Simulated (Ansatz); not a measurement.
**AlSiH (triplet): one geometry, many settings at angle Si1–Al2–H3 = 123.0°**

What do other methods and options give for AlSiH (triplet) at this geometry, and how long do they take?

Computed with Ansatz 0.2.0, Gaussian basis. Level: the settings change from run to run.

14 further runs of the same task are left out: 1 for a mislabelled method, 11 that didn't finish, 2 set aside as unsound or not needed.

## 1. The geometry

The geometry derives from a PBE0/def2-TZVP stationary point (not a proven minimum). One angle is set to the value named; bond lengths are kept.

3 atoms, charge 0, spin multiplicity 3.

Atoms are counted from 1 here; the program's logs count them from 0.

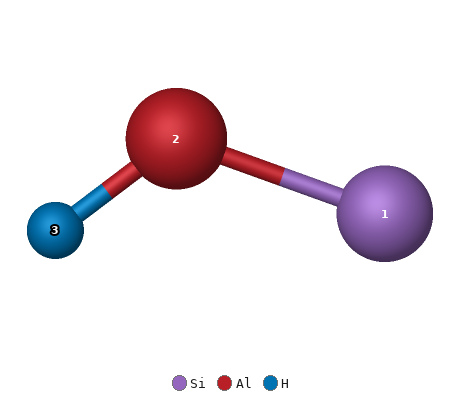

The geometry (silicon purple, aluminium red, hydrogen blue); atoms are numbered from 1 in the order of the file.

## 2. MRCISD+Q(6,6)/6-31G

Input file in.yaml:

```yaml
crystal:
  periodic: [false, false, false]
  atoms:
    - {symbol: Si, position_ang: [0.542051, 0.000000, 1.048846]}
    - {symbol: Al, position_ang: [-0.571384, 0.000000, -1.001844]}
    - {symbol: H, position_ang: [0.191529, 0.000000, -2.406955]}
basis:
  gaussian: {orbitals: 6-31G}
magnetization: {spin_polarized: false, initial_magnetization: 2}
correlation: {method: fic_mrcisd_q, electrons: outside_noble_gas, active_space: {window: {electrons: 6, orbitals: 6}}}
```

Run with:

```console
$ ansatz run in.yaml --threads 1 --pin off --events-out ev --progress --plain --max-ram 2393MiB
```

What it wrote (excerpt; [...] marks lines left out):

```text
Functional definition: HF
  name "HF"
  cite "Fock, Z. Phys. 61, 126 (1930) doi:10.1007/BF01340294"
  parent pbe
[...]
310 factors; integrals over basis functions are off by at most 1.5e-4 eV
[...]
mean field -14456.63096419 eV, -531.2713888774 hartree, gradient 2.4e-6 eV, S^2 2.000000; 5 other end points of the search recorded, 0 dependent functions left out
reference -14456.63096419 eV, -531.2713888774 hartree; 15, 13 occupied and 13, 15 virtual orbitals, 310 factors
state -14457.77442422 eV, -531.3134102586 hartree
contracted CI cycle   1: correlation 0.00000000 eV, 0.0000000000 hartree, residual 6.05e0 eV
contracted CI cycle   2: correlation -1.25840865 eV, -0.0462456648 hartree, residual 1.41e0 eV
contracted CI cycle   3: correlation -1.33587828 eV, -0.0490926215 hartree, residual 4.92e-1 eV
contracted CI cycle   4: correlation -1.34550135 eV, -0.0494462624 hartree, residual 2.37e-1 eV
contracted CI cycle   5: correlation -1.34717613 eV, -0.0495078096 hartree, residual 1.08e-1 eV
contracted CI cycle   6: correlation -1.34752072 eV, -0.0495204729 hartree, residual 4.31e-2 eV
contracted CI cycle   7: correlation -1.34757280 eV, -0.0495223870 hartree, residual 1.74e-2 eV
contracted CI cycle   8: correlation -1.34757976 eV, -0.0495226427 hartree, residual 6.50e-3 eV
contracted CI cycle   9: correlation -1.34758079 eV, -0.0495226808 hartree, residual 2.34e-3 eV
contracted CI cycle  10: correlation -1.34758093 eV, -0.0495226857 hartree, residual 8.42e-4 eV
state -14457.77442422 eV, -531.3134102586 hartree; corrected -14459.21575262 eV, -531.3663781004 hartree
state -14457.68506906 eV, -531.3101265171 hartree
contracted CI cycle   1: correlation 0.00000000 eV, 0.0000000000 hartree, residual 6.93e0 eV
contracted CI cycle   2: correlation -1.39756769 eV, -0.0513596655 hartree, residual 1.41e0 eV
contracted CI cycle   3: correlation -1.47061856 eV, -0.0540442354 hartree, residual 4.45e-1 eV
contracted CI cycle   4: correlation -1.47741340 eV, -0.0542939409 hartree, residual 1.57e-1 eV
contracted CI cycle   5: correlation -1.47833688 eV, -0.0543278783 hartree, residual 5.59e-2 eV
contracted CI cycle   6: correlation -1.47845674 eV, -0.0543322831 hartree, residual 1.80e-2 eV
contracted CI cycle   7: correlation -1.47846874 eV, -0.0543327241 hartree, residual 5.71e-3 eV
contracted CI cycle   8: correlation -1.47846990 eV, -0.0543327665 hartree, residual 1.80e-3 eV
contracted CI cycle   9: correlation -1.47847001 eV, -0.0543327707 hartree, residual 5.66e-4 eV
state -14457.68506906 eV, -531.3101265171 hartree; corrected -14459.24913207 eV, -531.3676047726 hartree
state -14457.68506906 eV, -531.3101265171 hartree; corrected -14459.24913207 eV, -531.3676047726 hartree
WARN: the results are in doubt because another end's mean lies 0.089 eV lower, and its corrected mean 0.033 eV higher
Total energy: -14459.24913207 eV, -531.3676047726 hartree
In doubt: another end's mean lies 0.089 eV lower, and its corrected mean 0.033 eV higher
```

Wall time 2.4 s (1 thread of Arm Neoverse V1, shared host).

From the report: 192 determinants; active occupations 1.99, 1.86, 1.00, 0.98, 0.14, 0.04. Mind the lines of doubt at the end of the log.

## 3. NEVPT4(SD)(4,6)/6-31G

Changes to in.yaml since step 2:

```diff
@@ -9,2 +9,3 @@
 magnetization: {spin_polarized: false, initial_magnetization: 2}
-correlation: {method: fic_mrcisd_q, electrons: outside_noble_gas, active_space: {window: {electrons: 6, orbitals: 6}}}
+correlation: {method: fic_nevpt4_sd, electrons: all, active_space: {window: {electrons: 4, orbitals: 6}}}
+scf: {lower_state_search: off}
```

Same command.

What it wrote (excerpt; [...] marks lines left out):

```text
Functional definition: HF
  name "HF"
  cite "Fock, Z. Phys. 61, 126 (1930) doi:10.1007/BF01340294"
  parent pbe
[...]
310 factors; integrals over basis functions are off by at most 1.5e-4 eV
[...]
mean field -14456.63096419 eV, -531.2713888774 hartree, gradient 2.4e-6 eV, S^2 2.000000; 0 other end points of the search recorded, 0 dependent functions left out
reference -14456.63096419 eV, -531.2713888774 hartree; 15, 13 occupied and 13, 15 virtual orbitals, 310 factors
state -14457.69976815 eV, -531.3106666985 hartree
state -14457.69976815 eV, -531.3106666985 hartree; corrected -14459.35140520 eV, -531.3713632407 hartree
Total energy: -14459.35140520 eV, -531.3713632407 hartree
Checks for a lower state left out: stability, starts, cluster_reference, orbital_swaps, neighbouring_geometries, increment
```

Run time: 1 s. Hardware: 1 thread of Arm Neoverse V1, shared host.

From the report: 112 determinants; active occupations 1.86, 0.99, 0.98, 0.13, 0.03, 0.01.

## 4. BCCD on ROHF/def2-SVP

Input file in.yaml:

```yaml
crystal:
  periodic: [false, false, false]
  atoms:
    - {symbol: Si, position_ang: [0.542051, 0.000000, 1.048846]}
    - {symbol: Al, position_ang: [-0.571384, 0.000000, -1.001844]}
    - {symbol: H, position_ang: [0.191529, 0.000000, -2.406955]}
basis:
  gaussian: {orbitals: def2-SVP}
magnetization: {spin_polarized: false, initial_magnetization: 2}
correlation: {method: bccd, electrons: outside_noble_gas}
accuracy: high
```

The command is unchanged.

What it wrote (excerpt; [...] marks lines left out):

```text
Functional definition: HF
  name "HF"
  cite "Fock, Z. Phys. 61, 126 (1930) doi:10.1007/BF01340294"
  parent pbe
[...]
702 factors; integrals over basis functions are off by at most 3.5e-9 eV
[...]
mean field -14453.45695017 eV, -531.1547460137 hartree, gradient 6.9e-8 eV, S^2 2.000000; 11 other end points of the search recorded, 0 dependent functions left out
[...]
determinant -14453.45695017 eV, -531.1547460137 hartree, with singles and doubles -14457.62833278 eV, -531.3080414971 hartree
determinant -14452.51394047 eV, -531.1200910466 hartree, with singles and doubles -14456.26357123 eV, -531.2578874354 hartree
determinant -14451.79452379 eV, -531.0936529710 hartree, with singles and doubles -14456.11068817 eV, -531.2522690865 hartree
determinant -14451.75952022 eV, -531.0923666136 hartree, with singles and doubles -14455.87136863 eV, -531.2434742558 hartree
determinant -14451.50062668 eV, -531.0828524515 hartree, with singles and doubles -14455.93927615 eV, -531.2459698109 hartree
determinant -14450.92424837 eV, -531.0616709392 hartree, with singles and doubles -14454.94097409 eV, -531.2092828867 hartree
determinant -14450.03106420 eV, -531.0288470264 hartree, with singles and doubles -14454.62548764 eV, -531.1976889737 hartree
10 core orbitals not correlated: weight in the atoms' cores, before any rotation towards them, 1.000 or more for the frozen orbitals, at most 0.000 for the correlated occupied ones
reference -14453.45695017 eV, -531.1547460137 hartree; 5, 3 occupied and 26, 28 virtual orbitals, 702 factors
second order -3.25886284 eV of doubles, -0.05666114 eV of singles
cycle   1  -4.16125508 eV  change    1.0e-2 eV  update   1.2e-2
[...]
cycle  33  -4.15720654 eV  change   1.8e-10 eV  update  8.3e-10
Total energy: -14457.61415671 eV, -531.3075205362 hartree
```

It took 4.4 s on 1 thread of Arm Neoverse V1, shared host.

From the report: correlation -4.1572 eV; largest double amplitude 0.12.

## 5. CASSCF(4,9)/def2-SVP

Changes to in.yaml since step 4:

```diff
@@ -9,3 +9,3 @@
 magnetization: {spin_polarized: false, initial_magnetization: 2}
-correlation: {method: bccd, electrons: outside_noble_gas}
-accuracy: high
+correlation: {active_space: {window: {electrons: 4, orbitals: 9}}}
+scf: {lower_state_search: off}
```

Same command.

What it wrote:

```text
Functional definition: HF
  name "HF"
  cite "Fock, Z. Phys. 61, 126 (1930) doi:10.1007/BF01340294"
  parent pbe
  exchange = exact_x
  correlation = 0
these checks for a lower state are left out or cut short: stability, starts, cluster_reference, orbital_swaps, neighbouring_geometries, increment
377 factors; integrals over basis functions are off by at most 8.6e-4 eV
mean field evaluation 1: about -14453.0006 eV, gradient 7.0e0 eV
mean field evaluation 2: about -14453.0028 eV, gradient 7.0e0 eV
mean field evaluation 4: about -14453.4501 eV, gradient 5.6e-1 eV
mean field evaluation 8: about -14453.4570 eV, gradient 2.3e-2 eV
mean field -14453.45692068 eV, -531.1547449300 hartree, gradient 2.5e-6 eV, S^2 2.000000; 0 other end points of the search recorded, 0 dependent functions left out
reference -14453.45692068 eV, -531.1547449300 hartree; 15, 13 occupied and 26, 28 virtual orbitals, 377 factors
state -14454.93276447 eV, -531.2089811890 hartree
Total energy: -14454.93276447 eV, -531.2089811890 hartree
Checks for a lower state left out: stability, starts, cluster_reference, orbital_swaps, neighbouring_geometries, increment
```

It took 2 s on 1 thread of Arm Neoverse V1, shared host.

From the report: 1,296 determinants; active occupations 1.90, 0.99, 0.98, 0.07, 0.03, 0.02, 0.01, 0.01, 0.01.

## 6. NEVPT2(4,3)/6-31G

Input file in.yaml:

```yaml
crystal:
  periodic: [false, false, false]
  atoms:
    - {symbol: Si, position_ang: [0.542051, 0.000000, 1.048846]}
    - {symbol: Al, position_ang: [-0.571384, 0.000000, -1.001844]}
    - {symbol: H, position_ang: [0.191529, 0.000000, -2.406955]}
basis:
  gaussian: {orbitals: 6-31G}
magnetization: {spin_polarized: false, initial_magnetization: 2}
correlation: {method: sc_nevpt2, electrons: valence, active_space: {window: {electrons: 4, orbitals: 3}, states: [{multiplicity: 3, weights: [1, 0.5, 1]}]}}
```

Launched as before.

What it wrote (excerpt; [...] marks lines left out):

```text
Functional definition: HF
  name "HF"
  cite "Fock, Z. Phys. 61, 126 (1930) doi:10.1007/BF01340294"
  parent pbe
[...]
554 factors; integrals over basis functions are off by at most 8.0e-8 eV
[...]
mean field -14456.63104680 eV, -531.2713919134 hartree, gradient 2.4e-6 eV, S^2 2.000000; 5 other end points of the search recorded, 0 dependent functions left out
reference -14456.63104680 eV, -531.2713919134 hartree; 15, 13 occupied and 13, 15 virtual orbitals, 554 factors
state -14456.56018975 eV, -531.2687879649 hartree
state -14454.75551477 eV, -531.2024673827 hartree
state -14454.67769164 eV, -531.1996074353 hartree
state -14456.56018975 eV, -531.2687879649 hartree; corrected -14458.37400221 eV, -531.3354443433 hartree
state -14454.75551477 eV, -531.2024673827 hartree; corrected -14456.75484810 eV, -531.2759415275 hartree
state -14454.67769164 eV, -531.1996074353 hartree; corrected -14456.85170547 eV, -531.2795009701 hartree
Total energy: -14457.44125269 eV, -531.3011664309 hartree
```

Run time: 0.87 s. Hardware: 1 thread of Arm Neoverse V1, shared host.

From the report: 4 determinants; active occupations (of the averaged states) 1.40, 1.40, 1.20.

## 7. BCCD(T) on UHF/6-31G

Input file in.yaml:

```yaml
crystal:
  periodic: [false, false, false]
  atoms:
    - {symbol: Si, position_ang: [0.542051, 0.000000, 1.048846]}
    - {symbol: Al, position_ang: [-0.571384, 0.000000, -1.001844]}
    - {symbol: H, position_ang: [0.191529, 0.000000, -2.406955]}
basis:
  gaussian: {orbitals: 6-31G}
magnetization: {spin_polarized: true, initial_magnetization: 2}
correlation: {method: bccd_t, electrons: outside_noble_gas}
accuracy: high
```

Same command.

What it wrote (excerpt; [...] marks lines left out):

```text
Functional definition: HF
  name "HF"
  cite "Fock, Z. Phys. 61, 126 (1930) doi:10.1007/BF01340294"
  parent pbe
[...]
584 factors; integrals over basis functions are off by at most 3.2e-9 eV
[...]
mean field -14456.90607224 eV, -531.2814989120 hartree, gradient 2.1e-8 eV, S^2 2.624157; 9 other end points of the search recorded, 0 dependent functions left out
determinant -14456.90607224 eV, -531.2814989120 hartree, with singles and doubles -14459.06607081 eV, -531.3608773952 hartree
determinant -14456.82145792 eV, -531.2783893928 hartree, with singles and doubles -14459.09397528 eV, -531.3619028655 hartree
determinant -14455.67216123 eV, -531.2361535187 hartree, with singles and doubles -14457.56676998 eV, -531.3057791061 hartree
determinant -14456.90607224 eV, -531.2814989120 hartree, with singles and doubles -14459.09889394 eV, -531.3620836229 hartree
determinant -14456.82145792 eV, -531.2783893928 hartree, with singles and doubles -14459.11690482 eV, -531.3627455108 hartree
10 core orbitals not correlated: weight in the atoms' cores, before any rotation towards them, 1.000 or more for the frozen orbitals, at most 0.000 for the correlated occupied ones
reference -14456.82145792 eV, -531.2783893928 hartree; 5, 3 occupied and 13, 15 virtual orbitals, 584 factors
second order -1.42991116 eV of doubles, -0.00000000 eV of singles
cycle   1  -2.33977921 eV  change   -4.4e-2 eV  update   6.2e-2
[...]
cycle  35  -2.27995424 eV  change  -5.3e-11 eV  update  2.9e-10
perturbative correction -0.10605730 eV, -0.0038975341 hartree
Total energy: -14459.20746946 eV, -531.3660736998 hartree
```

Run time: 3.7 s. Hardware: 1 thread of Arm Neoverse V1, shared host.

From the report: ⟨S²⟩ of the determinant 2.270 (pure triplet: 2.00); correlation -2.3860 eV; largest double amplitude 0.13.

## 8. MRCISD+Q(relaxed)(2,7)/6-31G

Input file in.yaml:

```yaml
crystal:
  periodic: [false, false, false]
  atoms:
    - {symbol: Si, position_ang: [0.542051, 0.000000, 1.048846]}
    - {symbol: Al, position_ang: [-0.571384, 0.000000, -1.001844]}
    - {symbol: H, position_ang: [0.191529, 0.000000, -2.406955]}
basis:
  gaussian: {orbitals: 6-31G}
magnetization: {spin_polarized: false, initial_magnetization: 2}
correlation: {method: fic_mrcisd_q_relaxed, electrons: outside_noble_gas, active_space: {window: {electrons: 2, orbitals: 7}, states: [{multiplicity: 3, weights: [1, 1, 0.5, 1]}], root: 2}}
```

Same command.

What it wrote (excerpt; [...] marks lines left out):

```text
Functional definition: HF
  name "HF"
  cite "Fock, Z. Phys. 61, 126 (1930) doi:10.1007/BF01340294"
  parent pbe
[...]
554 factors; integrals over basis functions are off by at most 8.0e-8 eV
[...]
mean field -14456.63104680 eV, -531.2713919134 hartree, gradient 2.4e-6 eV, S^2 2.000000; 5 other end points of the search recorded, 0 dependent functions left out
reference -14456.63104680 eV, -531.2713919134 hartree; 15, 13 occupied and 13, 15 virtual orbitals, 554 factors
state -14456.67257623 eV, -531.2729180919 hartree
state -14455.59307934 eV, -531.2332473130 hartree
state -14455.18275068 eV, -531.2181680127 hartree
state -14454.19972719 eV, -531.1820425659 hartree
contracted CI cycle   1: correlation 0.00000000 eV, 0.0000000000 hartree, residual 7.93e0 eV
contracted CI cycle   2: correlation -1.98230558 eV, -0.0728483863 hartree, residual 2.18e0 eV
[...]
contracted CI cycle  28: correlation -2.19262983 eV, -0.0805776600 hartree, residual 1.38e-3 eV
contracted CI cycle  29: correlation -2.19263002 eV, -0.0805776670 hartree, residual 1.55e-3 eV
contracted CI cycle  30: correlation -2.19263023 eV, -0.0805776746 hartree, residual 1.31e-3 eV
contracted CI cycle  31: correlation -2.19263035 eV, -0.0805776791 hartree, residual 8.75e-4 eV
contracted CI cycle  32: correlation -2.19263039 eV, -0.0805776808 hartree, residual 4.66e-4 eV
contracted CI cycle  33: correlation -2.19263041 eV, -0.0805776812 hartree, residual 2.33e-4 eV
contracted CI cycle  34: correlation -2.19263041 eV, -0.0805776813 hartree, residual 1.27e-4 eV
contracted CI cycle  35: correlation -2.19263041 eV, -0.0805776814 hartree, residual 6.63e-5 eV
contracted CI cycle  36: correlation -2.19263041 eV, -0.0805776814 hartree, residual 3.53e-5 eV
state -14454.19972719 eV, -531.1820425659 hartree; corrected -14457.11616960 eV, -531.2892198474 hartree
Total energy: -14457.57683189 eV, -531.3061488745 hartree
```

It took 6 s on 1 thread of Arm Neoverse V1, shared host.

From the report: 24 determinants; active occupations (of the averaged states) 0.68, 0.58, 0.41, 0.32, 0.00, 0.00, 0.00.

## 9. CASSCF(2,5)/6-31G

Input file in.yaml:

```yaml
crystal:
  periodic: [false, false, false]
  atoms:
    - {symbol: Si, position_ang: [0.542051, 0.000000, 1.048846]}
    - {symbol: Al, position_ang: [-0.571384, 0.000000, -1.001844]}
    - {symbol: H, position_ang: [0.191529, 0.000000, -2.406955]}
basis:
  gaussian: {orbitals: 6-31G}
magnetization: {spin_polarized: false, initial_magnetization: 2}
correlation: {active_space: {window: {electrons: 2, orbitals: 5}}}
```

Launched as before.

What it wrote:

```text
Functional definition: HF
  name "HF"
  cite "Fock, Z. Phys. 61, 126 (1930) doi:10.1007/BF01340294"
  parent pbe
  exchange = exact_x
  correlation = 0
310 factors; integrals over basis functions are off by at most 1.5e-4 eV
mean field evaluation 1: about -14456.2150 eV, gradient 6.2e0 eV
mean field evaluation 2: about -14456.2182 eV, gradient 6.2e0 eV
mean field evaluation 4: about -14456.6159 eV, gradient 7.0e-1 eV
mean field evaluation 8: about -14456.6310 eV, gradient 2.2e-2 eV
mean field evaluation 16: about -14455.6471 eV, gradient 8.6e-2 eV
mean field evaluation 32: about -14456.6203 eV, gradient 3.8e-1 eV
mean field -14456.63096419 eV, -531.2713888774 hartree, gradient 2.4e-6 eV, S^2 2.000000; 5 other end points of the search recorded, 0 dependent functions left out
reference -14456.63096419 eV, -531.2713888774 hartree; 15, 13 occupied and 13, 15 virtual orbitals, 310 factors
state -14456.74270335 eV, -531.2754952160 hartree
Total energy: -14456.74270335 eV, -531.2754952160 hartree
```

It took 0.78 s on 1 thread of Arm Neoverse V1, shared host.

From the report: 25 determinants; active occupations 0.99, 0.99, 0.01, 0.01, 0.00.

## 10. CCSD on ROHF/def2-SVP

Changes to in.yaml since step 9:

```diff
@@ -7,4 +7,7 @@
 basis:
-  gaussian: {orbitals: 6-31G}
+  gaussian: {orbitals: def2-SVP}
 magnetization: {spin_polarized: false, initial_magnetization: 2}
-correlation: {active_space: {window: {electrons: 2, orbitals: 5}}}
+hamiltonian: {pseudopotentials: {relativity: none}}
+correlation: {method: ccsd, electrons: outside_noble_gas}
+scf: {lower_state_search: off}
+output: {forces: true}
```

The command is unchanged.

What it wrote (excerpt; [...] marks lines left out):

```text
Functional definition: HF
  name "HF"
  cite "Fock, Z. Phys. 61, 126 (1930) doi:10.1007/BF01340294"
  parent pbe
[...]
377 factors; integrals over basis functions are off by at most 8.6e-4 eV
[...]
mean field -14453.45692068 eV, -531.1547449300 hartree, gradient 2.5e-6 eV, S^2 2.000000; 0 other end points of the search recorded, 0 dependent functions left out
10 core orbitals not correlated: weight in the atoms' cores, before any rotation towards them, 1.000 or more for the frozen orbitals, at most 0.000 for the correlated occupied ones
reference -14453.45692068 eV, -531.1547449300 hartree; 5, 3 occupied and 26, 28 virtual orbitals, 377 factors
second order -3.25885485 eV of doubles, -0.05666125 eV of singles
cycle   1  -3.88771068 eV  change   -5.7e-1 eV  update   8.4e-2
[...]
cycle  19  -4.17187343 eV  change    4.1e-7 eV  update   3.3e-7
[...]
Total energy: -14457.62879411 eV, -531.3080584506 hartree
Atom 0 at     0.542051     0.000000     1.048846 Å, force    -0.034014     0.000000     0.452258 eV/Å
Atom 1 at    -0.571384     0.000000    -1.001844 Å, force     0.352561    -0.000000    -0.287467 eV/Å
Atom 2 at     0.191529     0.000000    -2.406955 Å, force    -0.318547     0.000000    -0.164791 eV/Å
Dipole moment:    -0.234567     0.000000    -0.213340 e Å
Checks for a lower state left out: starts, cluster_reference, orbital_swaps, neighbouring_geometries, increment
```

It took 1.4 s on 1 thread of Arm Neoverse V1, shared host.

From the report: correlation -4.1719 eV; T1 0.031; largest double amplitude 0.12.

## 11. All runs side by side

Where basis and cores are those of an earlier FCI/6-31G run (-14459.2620 eV), and the state is the same kind, the miss against it is given. † marks a result that the program doubts.

```csv
level,correlated,functions,energy (eV),from FCI (meV),time
"MRCISD+Q(6,6)/6-31G †",outside noble gas,28,-14459.2491,12.9,2.4 s
"NEVPT4(SD)(4,6)/6-31G",all,28,-14459.3514,,1 s
BCCD on ROHF/def2-SVP,outside noble gas,41,-14457.6142,,4.4 s
"CASSCF(4,9)/def2-SVP",,41,-14454.9328,,2 s
"NEVPT2(4,3)/6-31G (mean of several states)",valence,28,-14457.4413,,0.87 s
BCCD(T) on UHF/6-31G,outside noble gas,28,-14459.2075,54.5,3.7 s
"MRCISD+Q(relaxed)(2,7)/6-31G (excited root 2 of an average)",outside noble gas,28,-14457.5768,,6 s
"CASSCF(2,5)/6-31G",,28,-14456.7427,2519.3,0.78 s
CCSD on ROHF/def2-SVP,outside noble gas,41,-14457.6288,,1.4 s
```

## 12. Outcome

| quantity | value |
| --- | --- |
| runs | 9 |
| quickest | CASSCF(2,5)/6-31G, 0.78 s |
| slowest | MRCISD+Q(relaxed)(2,7)/6-31G (excited root 2 of an average), 6 s |

**Reading.** Total energies in different bases, with other cores or another treatment of relativity can't be set against each other. MRCISD+Q(relaxed)(2,7)/6-31G (excited root 2 of an average) took 8 times as long as CASSCF(2,5)/6-31G; the jobs differ in more than the method. Among the correlated runs with a miss given, it spans +13 to +55 meV. Hartree-Fock, CASSCF and CASCI lack dynamic correlation by design.
